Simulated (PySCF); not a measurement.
# C$_{7}$H$_{9}$BCl$_{2}$: NMR shielding calculation

- system: C$_{7}$H$_{9}$BCl$_{2}$
- method: GIAO PBE0/pcSseg-1 NMR shielding, non-relativistic, gas phase (PySCF 2.14.0)

The geometry comes from this level: GFN2-xTB. It belongs to a series of runs on one base structure; here: constitutional isomer. Figures and captions count atoms from 1; the log counts them from 0 in places.

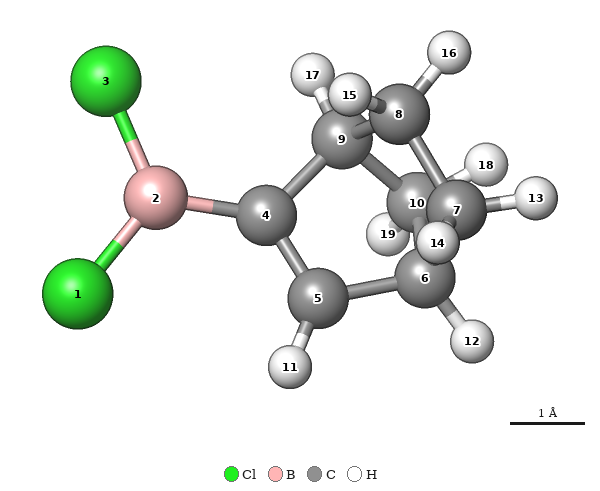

Figure 1. The structure (ball-and-stick view, seen on its broad side; atoms are numbered from 1 in the order of the input).

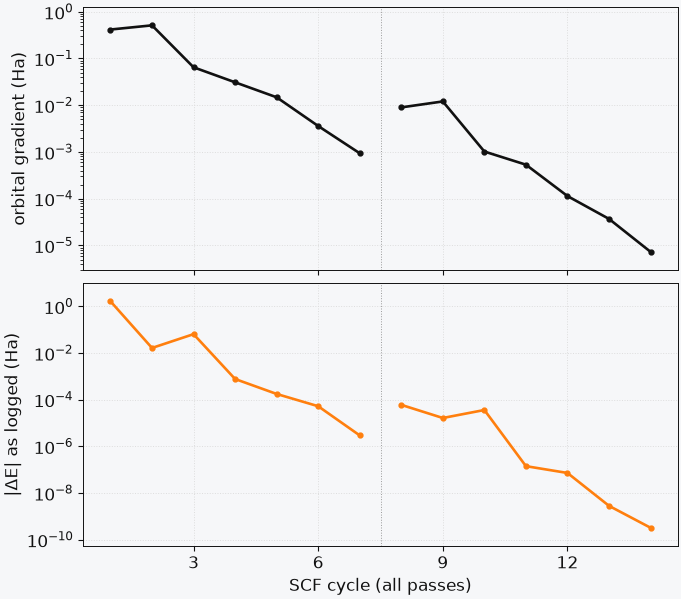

Figure 2. Convergence of the self-consistent field: orbital gradient and size of the energy change against the SCF cycle. The dotted line marks the change from a coarse to the final integration grid. The first 7 cycles use a coarse grid, the final grid takes over at cycle 8, and the field converges after 14 cycles in all.

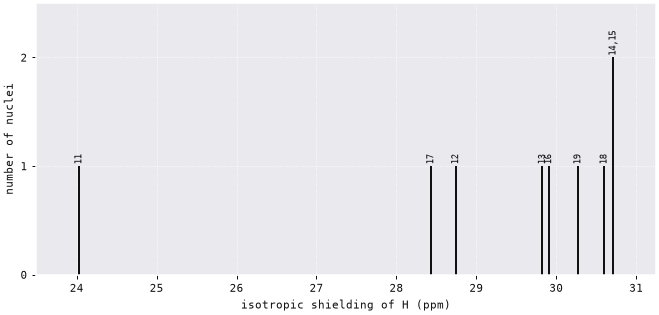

Figure 3. Isotropic shieldings of the hydrogen nuclei in this fixed geometry, labelled by atom number; shielding grows to the right, so chemical shift grows to the left. The least shielded is H11 (24.0 ppm), the most shielded H15 (30.7 ppm).

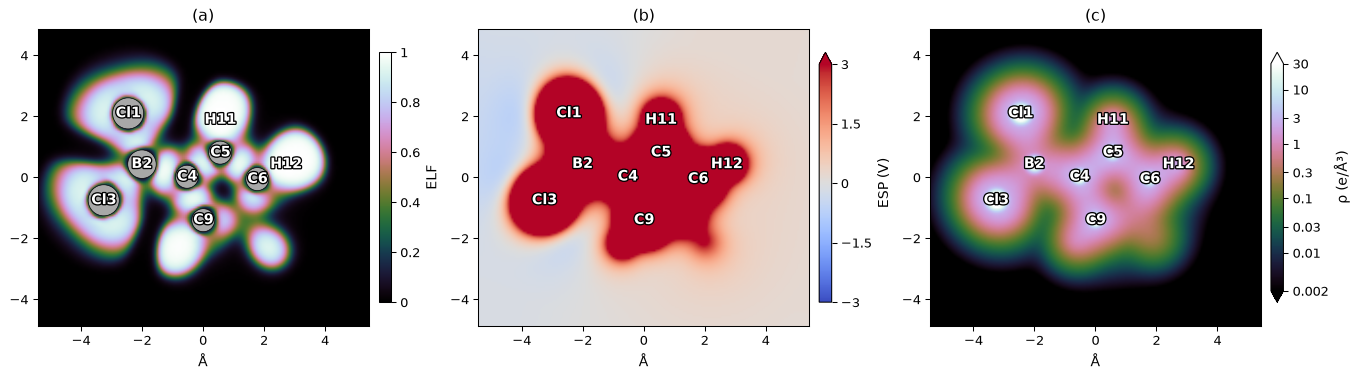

Figure 4. (a) ELF; (b) molecular electrostatic potential; (c) total electron density on the plane of atoms B2, C4 and C9. Grey discs, where drawn, cover atomic cores. C–C (1.35 Å): ρ is about 2.2 e/Å³ halfway; the ELF peaks at about 0.95 between the atoms; a double or triple bond. C–B (1.53 Å): ρ at the midpoint is about 1.5 e/Å³; the ELF peaks at about 1 between the atoms (a shared electron pair). B–Cl (1.73 Å): ρ at the midpoint is about 1.4 e/Å³; the ELF peaks at about 0.90 between the atoms, which marks a shared but strongly polarised pair. C–C (1.50 Å): ρ is about 1.7 e/Å³ halfway; the ELF peaks at about 0.95 between the atoms (a covalent bond).

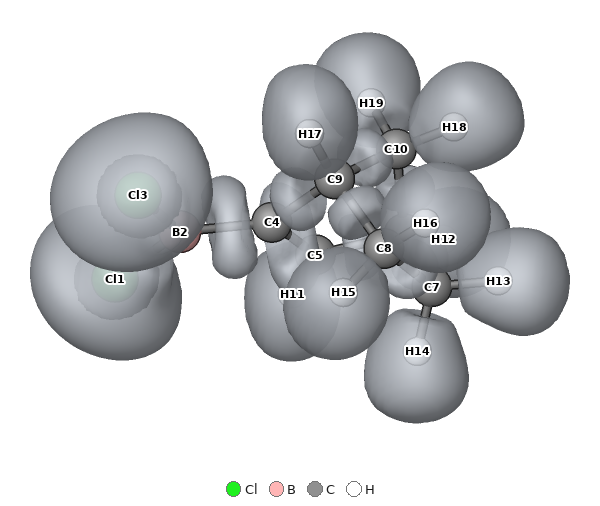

Figure 5. Isosurface of the electron localisation function at 0.75 (grey), seen from the side. Only the valence region is drawn (cores and ρ < 0.01 e/Å³ removed). Along the contacts the grid gives the following. C–C (1.35 Å): the ELF peaks at about 0.95 between the atoms (a multiple bond by its length, whose ELF region spreads away from the axis). C–B (1.53 Å): the ELF peaks at about 1 between the atoms, as expected for localised, shared-pair bonding.

The input and output of the run follow.

## Input file
```
{"job": {"kind": "nmr", "xc": "PBE0", "basis": "pcSseg-1"}, "charge": 0, "multiplicity": 1}
Cl     3.613137     0.397534    -1.559984
B      2.638054     0.318120    -0.136450
Cl     3.365645     0.727646     1.374395
C      1.166889    -0.104965    -0.215020
C      0.415236    -0.312364    -1.314628
C     -0.986892    -0.608887    -0.886249
C     -1.529777     0.740364    -0.349593
C     -0.698408     0.965380     0.925505
C      0.219772    -0.276351     0.961509
C     -0.724346    -1.354899     0.426010
H      0.728175    -0.202695    -2.337676
H     -1.625270    -1.086149    -1.624562
H     -2.591173     0.646863    -0.123706
H     -1.401419     1.538488    -1.079192
H     -0.118208     1.885836     0.889544
H     -1.328539     0.993149     1.813212
H      0.697079    -0.455293     1.920701
H     -1.617473    -1.488059     1.033199
H     -0.232285    -2.314469     0.275523
```

The first line tells a small driver script what to run in PySCF; the rest is the geometry in Å.

Command:
```bash
OMP_NUM_THREADS=1 python <driver script> task.json out
```

## The program's output
```
coarse grid: 17520 points
cycle   1  E = -1216.6396620778  dE =  1.646e+00  |g| = 4.158e-01  |ddm| = 4.042e+00
cycle   2  E = -1216.6232580055  dE =  1.640e-02  |g| = 5.112e-01  |ddm| = 8.763e-01
cycle   3  E = -1216.6873367658  dE = -6.408e-02  |g| = 6.479e-02  |ddm| = 5.251e-01
cycle   4  E = -1216.6881023553  dE = -7.656e-04  |g| = 3.090e-02  |ddm| = 1.058e-01
cycle   5  E = -1216.6882773342  dE = -1.750e-04  |g| = 1.477e-02  |ddm| = 3.768e-02
cycle   6  E = -1216.6883294354  dE = -5.210e-05  |g| = 3.589e-03  |ddm| = 1.533e-02
cycle   7  E = -1216.6883323522  dE = -2.917e-06  |g| = 9.369e-04  |ddm| = 4.183e-03
final grid: 161504 points
cycle   8  E = -1216.7461582217  dE = -5.965e-05  |g| = 8.983e-03  |ddm| = 5.000e-02
cycle   9  E = -1216.7461418967  dE =  1.632e-05  |g| = 1.204e-02  |ddm| = 2.069e-02
cycle  10  E = -1216.7461777747  dE = -3.588e-05  |g| = 1.021e-03  |ddm| = 1.286e-02
cycle  11  E = -1216.7461779153  dE = -1.406e-07  |g| = 5.341e-04  |ddm| = 1.454e-03
cycle  12  E = -1216.7461779871  dE = -7.174e-08  |g| = 1.138e-04  |ddm| = 5.476e-04
cycle  13  E = -1216.7461779899  dE = -2.792e-09  |g| = 3.693e-05  |ddm| = 1.373e-04
cycle  14  E = -1216.7461779902  dE = -3.211e-10  |g| = 7.293e-06  |ddm| = 3.787e-05
converged SCF energy = -1216.7461779902

GIAO shielding tensors (ppm)
atom      isotropic    diamagn.    paramagn.     s11        s22        s33       span
  0 Cl     735.203    1146.216    -411.013    468.539    796.770    940.299    471.760
  1 B       49.984     191.030    -141.046     23.592     40.480     85.881     62.289
  2 Cl     711.263    1146.914    -435.650    456.080    755.962    921.748    465.668
  3 C       28.790     257.159    -228.369    -64.667     -2.096    153.132    217.799
  4 C       14.043     251.870    -237.827    -98.104    -10.396    150.628    248.733
  5 C      138.287     248.959    -110.672    127.561    138.116    149.184     21.624
  6 C      160.769     247.183     -86.413    144.995    160.076    177.237     32.242
  7 C      160.215     246.705     -86.491    148.143    155.583    176.918     28.775
  8 C      139.286     244.336    -105.050    129.431    136.850    151.576     22.145
  9 C      135.410     248.012    -112.602    107.875    139.757    158.599     50.724
 10 H       24.028      32.429      -8.402     21.830     22.805     27.449      5.619
 11 H       28.742      31.781      -3.039     24.793     25.714     35.718     10.925
 12 H       29.827      29.842      -0.016     24.712     26.970     37.798     13.086
 13 H       30.694      29.639       1.055     26.131     27.212     38.738     12.608
 14 H       30.727      29.888       0.839     25.317     29.073     37.792     12.475
 15 H       29.906      30.154      -0.248     24.646     27.406     37.665     13.019
 16 H       28.430      32.090      -3.660     23.888     27.306     34.096     10.208
 17 H       30.599      31.450      -0.851     26.183     26.660     38.954     12.772
 18 H       30.271      30.801      -0.530     26.500     27.306     37.006     10.506
```

## Summary

```json
{"quantity": "outcome", "value": "converged"}
{"quantity": "total energy", "value": "−1216.746178 hartree"}
{"quantity": "HOMO", "value": "−7.49 eV"}
{"quantity": "LUMO", "value": "−1.89 eV"}
{"quantity": "dipole moment", "value": "2.85 D"}
{"quantity": "isotropic shielding, Cl", "value": "711.3 to 735.2 ppm"}
{"quantity": "isotropic shielding, B", "value": "50.0 ppm"}
{"quantity": "isotropic shielding, C", "value": "14.0 to 160.8 ppm"}
{"quantity": "isotropic shielding, H", "value": "24.0 to 30.7 ppm"}
{"quantity": "hardware", "value": "1 CPU thread, shared host"}
{"quantity": "wall time", "value": "63 s"}
{"quantity": "peak memory", "value": "1 GiB"}
```
